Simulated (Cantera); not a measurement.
A closed system holds: 1 mol PbO, a varied amount of C, 0.54 mol CO, held at 2550 K and 10.0 mbar.

Method: chemical equilibrium by Gibbs-energy minimisation in Cantera with the NASA 1993 tables (ideal gas, pure condensed phases). Candidate condensed phases: C, Pb, PbO, PbO2, Pb3O4; 15 gas species. Gases not in the tables: (PbO)n polymers. Kinetics and transport are ignored.

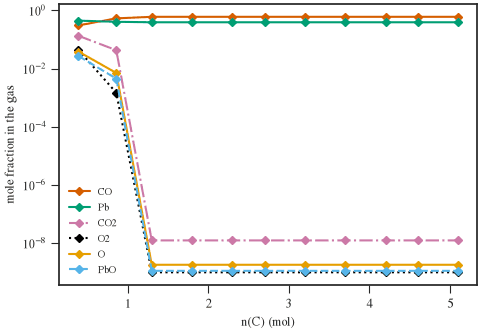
*Equilibrium gas composition (values under 1e-9 drawn at 1e-9)*

### Question
Read off the mole fractions at 1.8 mol C.

### Answer
CO about 0.61, Pb about 0.39, CO2 about 1.2e-8.
